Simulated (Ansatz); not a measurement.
**Molecular dynamics of MoHCl4F3 (part 3 of 3)**

MoHCl4F3; RHF/def2-SVP (Ansatz 0.2.0). It belongs to a series of runs on one base structure; here: dynamics from the highest image of the converged band.

Geometry of the input (Å):
```
Mo -0.1923  -0.2520  -0.1801
F  0.1552  -0.0472  1.8300
Cl 2.3589  -0.3930  0.5622
Cl -0.2280  2.7733  -0.0413
F  -1.9011  0.1182  0.2718
F  -0.3112  -2.1015  -0.2129
Cl 0.5164  0.0216  -2.3177
Cl 1.3498  3.3301  1.0911
H  1.3612  -0.2332  1.6110
```

What the program printed, continued
```
md step   199: t =    99.50 fs  T =   712.6 K  F+E_penalty+E_count = -59964.14343549 eV  E_kin = 0.644745 eV  conserved = -59963.49869019 eV  (84 SCF iters)
these checks for a lower state are left out or cut short: starts, cluster_reference, orbital_swaps, neighbouring_geometries, increment
1517 factors; integrals over basis functions are off by at most 8.7e-4 eV
mean field -59964.14541707 eV, -2203.6416989199 hartree, gradient 2.1e-5 eV, S^2 0.000000; 0 other end points of the search recorded, 0 dependent functions left out
the calculation of the forces begins
reference -59964.14541707 eV, -2203.6416989199 hartree; 55, 55 occupied and 95, 95 virtual orbitals, 1517 factors
1517 factors; integrals over basis functions are off by at most 8.7e-4 eV
mean field evaluation 2496: about -59964.1454 eV, gradient 2.6e-2 eV
mean field evaluation 2528: about -59962.6065 eV, gradient 8.0e0 eV
mean field evaluation 2560: about -59953.6202 eV, gradient 1.5e1 eV
mean field evaluation 2592: about -59962.5993 eV, gradient 5.1e0 eV
mean field -59964.14541707 eV, -2203.6416989199 hartree, gradient 2.2e-5 eV, S^2 0.000000; 1 other end points of the search recorded, 0 dependent functions left out
the calculation of the forces begins
reference -59964.14541707 eV, -2203.6416989199 hartree; 55, 55 occupied and 95, 95 virtual orbitals, 1517 factors
md step   200: t =   100.00 fs  T =   714.8 K  F+E_penalty+E_count = -59964.14541707 eV  E_kin = 0.646722 eV  conserved = -59963.49869490 eV  (220 SCF iters)
```

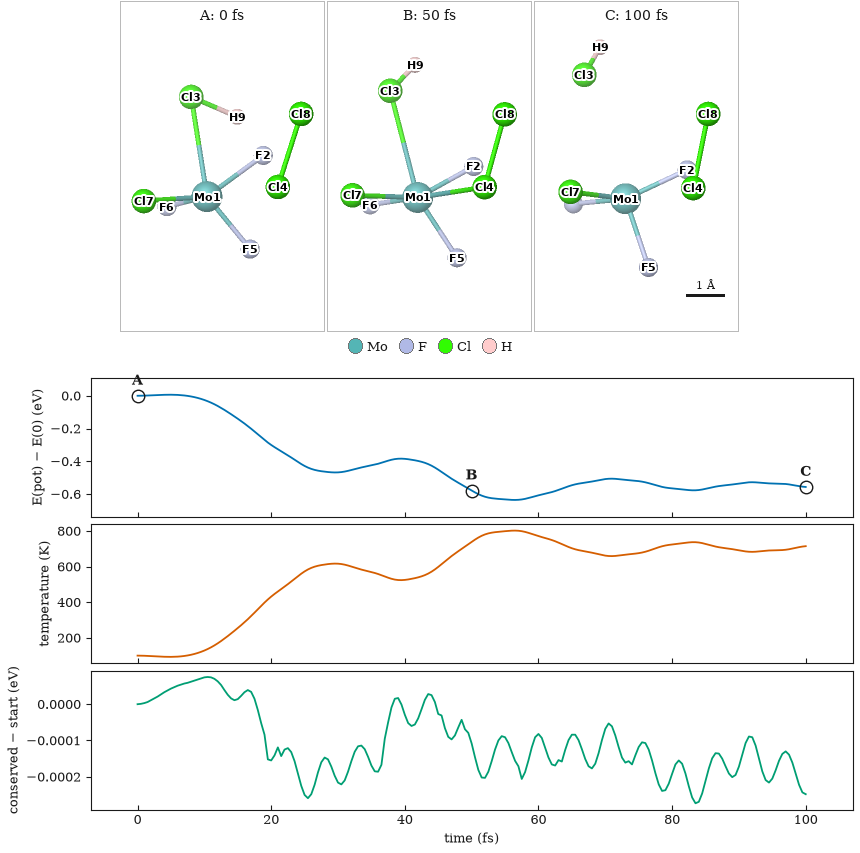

*Frames of the molecular dynamics (ball-and-stick, seen at a tilt) above the curves, on which the letters mark them.*

The trajectory kept here has 201 frames over 100 fs. The temperature starts at 100 K, ranges from 93 to 802 K and averages 719 K over the second half. The potential energy ends 0.556 eV below its first value. The conserved quantity stays within 0.00035 eV. After an unweighted best fit of the last frame on the first, the root-mean-square displacement is 0.83 Å, and H9 has moved furthest (1.90 Å).

```
Total energy: -59964.14541707 eV, -2203.6416989199 hartree
Atom 0 at    -0.366276    -0.340312     0.026618 Å, force    -1.593038     0.101938    -0.615173 eV/Å
Atom 1 at    -0.246363     0.497036     1.621144 Å, force     0.051753    -0.203091     0.439201 eV/Å
Atom 2 at     3.069528    -0.528284     0.283071 Å, force    -0.093987    -0.100913     0.204266 eV/Å
Atom 3 at    -0.295350     2.805480    -0.020712 Å, force    -0.569267     0.519342    -0.365603 eV/Å
Atom 4 at    -2.204639     0.107790    -0.356354 Å, force     1.572316    -0.357829     0.521797 eV/Å
Atom 5 at    -0.214932    -2.096609    -0.373225 Å, force    -0.067269    -0.355498     0.224658 eV/Å
Atom 6 at     0.575904     0.231579    -1.963747 Å, force     0.254041     0.199784    -0.610907 eV/Å
Atom 7 at     1.384993     3.195579     0.976475 Å, force     0.466078     0.148535     0.280493 eV/Å
Atom 8 at     3.446043    -1.014257     1.402310 Å, force    -0.020627     0.047732    -0.078732 eV/Å
Dipole moment:     0.763957    -0.025898     0.742807 e Å
```

Trajectory as extended XYZ (Å, eV, eV/Å), 11 of the 201 frames kept, from step=0 to step=200
```
9
Properties=species:S:1:pos:R:3:forces:R:3 step=0 time_fs=0.0 energy=-59963.58893 temperature=100.0
Mo   -0.1923   -0.2520   -0.1801   -0.0003   0.0170   0.0063
F     0.1552   -0.0472    1.8300    0.0027  -0.0094  -0.0073
Cl    2.3589   -0.3930    0.5622    0.0111  -0.0004  -0.0097
Cl   -0.2280    2.7733   -0.0413    0.0033  -0.0096  -0.0006
F    -1.9011    0.1182    0.2718   -0.0034  -0.0159  -0.0002
F    -0.3112   -2.1015   -0.2129   -0.0129   0.0083   0.0113
Cl    0.5164    0.0216   -2.3177    0.0066  -0.0009  -0.0161
Cl    1.3498    3.3301    1.0911    0.0015   0.0044   0.0050
H     1.3612   -0.2332    1.6110   -0.0085   0.0065   0.0113
9
Properties=species:S:1:pos:R:3:forces:R:3 step=20 time_fs=10.0 energy=-59963.61475 temperature=128.6
Mo   -0.2034   -0.2452   -0.1692   -0.2133  -0.1690   0.2981
F     0.1482   -0.0343    1.8078   -0.6110   0.1220  -0.2547
Cl    2.3619   -0.3906    0.5412    0.4090  -0.0845  -0.0549
Cl   -0.2430    2.7555   -0.0451    0.4102   0.1577   0.2945
F    -1.9242    0.1147    0.2719   -0.0136  -0.0016  -0.0558
F    -0.2923   -2.0998   -0.2278    0.0018   0.1119  -0.0030
Cl    0.5452    0.0219   -2.2984   -0.0494   0.0624  -0.0386
Cl    1.3665    3.3209    1.0885   -0.4148  -0.1441  -0.2885
H     1.4504   -0.2443    1.5597    0.4811  -0.0549   0.1028
9
Properties=species:S:1:pos:R:3:forces:R:3 step=40 time_fs=20.0 energy=-59963.88902 temperature=431.5
Mo   -0.2162   -0.2399   -0.1540    0.0429  -0.2819   1.5181
F     0.1106   -0.0151    1.7680   -0.7715   0.2210  -0.9754
Cl    2.3788   -0.3910    0.5154    0.8468  -0.1565   0.0675
Cl   -0.2477    2.7417   -0.0416    0.4308   0.2088   0.3132
F    -1.9499    0.1115    0.2689   -0.3651   0.0912  -0.1533
F    -0.2732   -2.0935   -0.2432    0.0116  -0.0060  -0.0929
Cl    0.5729    0.0241   -2.2805   -0.0307   0.1594  -0.1260
Cl    1.3727    3.3081    1.0786   -0.4501  -0.1575  -0.3098
H     1.8846   -0.2936    1.7077    0.2853  -0.0784  -0.2414
9
Properties=species:S:1:pos:R:3:forces:R:3 step=60 time_fs=30.0 energy=-59964.05641 temperature=616.4
Mo   -0.2291   -0.2377   -0.1254   -0.0265  -0.6038   0.6014
F     0.0361    0.0158    1.6868   -0.2194   0.4374   0.2127
Cl    2.4210   -0.3959    0.4877    1.1895  -0.1811  -0.3514
Cl   -0.2417    2.7333   -0.0302    0.0272   0.1075   0.0423
F    -1.9930    0.1127    0.2576   -0.4624   0.1134  -0.3493
F    -0.2537   -2.0872   -0.2632   -0.0382  -0.0779  -0.1254
Cl    0.5996    0.0305   -2.2654   -0.0916   0.2339   0.0126
Cl    1.3677    3.2914    1.0610   -0.0582  -0.0153  -0.0419
H     2.4971   -0.3997    1.7626   -0.3203  -0.0142  -0.0010
9
Properties=species:S:1:pos:R:3:forces:R:3 step=80 time_fs=40.0 energy=-59963.97378 temperature=525.3
Mo   -0.2428   -0.2416   -0.0925   -0.7772  -1.0004  -1.8652
F    -0.0491    0.0701    1.6236    0.3669   0.8256   2.6047
Cl    2.4943   -0.4055    0.4556    0.8871  -0.0716  -0.7528
Cl   -0.2352    2.7277   -0.0179   -0.4946  -0.0288  -0.3081
F    -2.0565    0.1189    0.2282    0.1490  -0.0397  -0.6055
F    -0.2363   -2.0846   -0.2891   -0.1060  -0.0568  -0.0626
Cl    0.6236    0.0432   -2.2498   -0.2154   0.2642   0.2218
Cl    1.3615    3.2743    1.0425    0.4524   0.1637   0.2970
H     2.8520   -0.5259    1.6638   -0.2623  -0.0561   0.4708
9
Properties=species:S:1:pos:R:3:forces:R:3 step=100 time_fs=50.0 energy=-59964.16706 temperature=738.8
Mo   -0.2638   -0.2548   -0.0742   -1.0207  -0.5198  -0.4221
F    -0.1186    0.1622    1.6706    0.4016   0.3674   0.7206
Cl    2.5935   -0.4183    0.4143    0.2389   0.0309  -0.5688
Cl   -0.2411    2.7217   -0.0133   -0.5362   0.0036  -0.3519
F    -2.1113    0.1230    0.1692    0.9833  -0.2065  -0.6271
F    -0.2238   -2.0844   -0.3182   -0.0872   0.0442  -0.0083
Cl    0.6418    0.0629   -2.2281   -0.3431   0.2131   0.4403
Cl    1.3664    3.2613    1.0313    0.4784   0.1628   0.3121
H     2.8652   -0.6657    1.6232   -0.1150  -0.0958   0.5053
9
Properties=species:S:1:pos:R:3:forces:R:3 step=120 time_fs=60.0 energy=-59964.19644 temperature=771.3
Mo   -0.2942   -0.2728   -0.0603   -0.2759   0.3762   1.3297
F    -0.1682    0.2713    1.7536    0.2988  -0.5052  -1.7004
Cl    2.7024   -0.4332    0.3715   -0.1988   0.0391  -0.2841
Cl   -0.2602    2.7163   -0.0173   -0.0467   0.2320  -0.0590
F    -2.1212    0.1175    0.0795    0.6935  -0.1514  -0.3705
F    -0.2158   -2.0827   -0.3477   -0.0396   0.0002   0.0595
Cl    0.6506    0.0883   -2.1948   -0.4573   0.1408   0.5314
Cl    1.3830    3.2523    1.0277   -0.0286  -0.0178  -0.0109
H     2.6788   -0.7944    1.5814    0.0546  -0.1139   0.5044
9
Properties=species:S:1:pos:R:3:forces:R:3 step=140 time_fs=70.0 energy=-59964.09719 temperature=661.7
Mo   -0.3265   -0.2879   -0.0349    1.3691   0.3610   0.9599
F    -0.2027    0.3572    1.7606    0.2086  -0.8143  -1.8185
Cl    2.8066   -0.4516    0.3357   -0.2226   0.0579  -0.1905
Cl   -0.2808    2.7172   -0.0232    0.3909   0.4730   0.1926
F    -2.1022    0.1059   -0.0288   -0.8813   0.1972  -0.0932
F    -0.2099   -2.0811   -0.3739   -0.0338  -0.0668   0.1880
Cl    0.6472    0.1177   -2.1475   -0.4829   0.1248   0.4592
Cl    1.3990    3.2429    1.0240   -0.4789  -0.1613  -0.2861
H     2.5420   -0.8771    1.4930    0.1309  -0.1716   0.5885
9
Properties=species:S:1:pos:R:3:forces:R:3 step=160 time_fs=80.0 energy=-59964.15399 temperature=724.3
Mo   -0.3463   -0.3000   -0.0009    1.3997  -0.4027  -0.8125
F    -0.2263    0.4053    1.6834    0.1729  -0.3004  -0.0036
Cl    2.9019   -0.4736    0.3089   -0.1993   0.0476  -0.0923
Cl   -0.2918    2.7308   -0.0244    0.4003   0.5960   0.1780
F    -2.1211    0.1027   -0.1429   -0.9704   0.2276  -0.0130
F    -0.2062   -2.0822   -0.3905   -0.0986  -0.0154   0.3330
Cl    0.6310    0.1507   -2.0880   -0.3788   0.1666   0.2110
Cl    1.4030    3.2295    1.0131   -0.4933  -0.1447  -0.2883
H     2.6246   -0.9376    1.4503    0.1675  -0.1746   0.4877
9
Properties=species:S:1:pos:R:3:forces:R:3 step=180 time_fs=90.0 energy=-59964.12437 temperature=691.6
Mo   -0.3539   -0.3162    0.0244   -0.5753  -0.9672  -2.6990
F    -0.2409    0.4406    1.6089    0.1964   0.5873   2.0866
Cl    2.9891   -0.4990    0.2912   -0.2542  -0.0331   0.0991
Cl   -0.2929    2.7602   -0.0213   -0.0407   0.5879  -0.0885
F    -2.1807    0.1091   -0.2565    0.7962  -0.1733   0.2743
F    -0.2073   -2.0852   -0.3906   -0.1358  -0.1612   0.3607
Cl    0.6048    0.1882   -2.0231   -0.1098   0.2218  -0.1990
Cl    1.3946    3.2124    0.9950   -0.0547   0.0075  -0.0216
H     2.9530   -0.9955    1.4592    0.1778  -0.0697   0.1875
9
Properties=species:S:1:pos:R:3:forces:R:3 step=200 time_fs=100.0 energy=-59964.14542 temperature=714.8
Mo   -0.3663   -0.3403    0.0266   -1.5930   0.1019  -0.6152
F    -0.2464    0.4970    1.6211    0.0518  -0.2031   0.4392
Cl    3.0695   -0.5283    0.2831   -0.0940  -0.1009   0.2043
Cl   -0.2954    2.8055   -0.0207   -0.5693   0.5193  -0.3656
F    -2.2046    0.1078   -0.3564    1.5723  -0.3578   0.5218
F    -0.2149   -2.0966   -0.3732   -0.0673  -0.3555   0.2247
Cl    0.5759    0.2316   -1.9637    0.2540   0.1998  -0.6109
Cl    1.3850    3.1956    0.9765    0.4661   0.1485   0.2805
H     3.4460   -1.0143    1.4023   -0.0206   0.0477  -0.0787
```

Summary

- outcome: finished
- mean temperature over the second half: 719 K
- trajectory: 200 steps, 100 fs
- ensemble: nve
- temperature in the input: 100.0 K
- time step: 0.5 fs
- potential energy (last step): −59964.1454 eV
- mean-field energy (last step): −59964.1454 eV
- largest force (length of the vector) (last step): 1.711 eV/Å
- wall time: 12 min (CPU time 45 min)
- peak memory: 0.59 GiB

Notes

The run takes a singlet; with an open-shell metal another spin state may lie lower. So short a trajectory is not equilibrated.
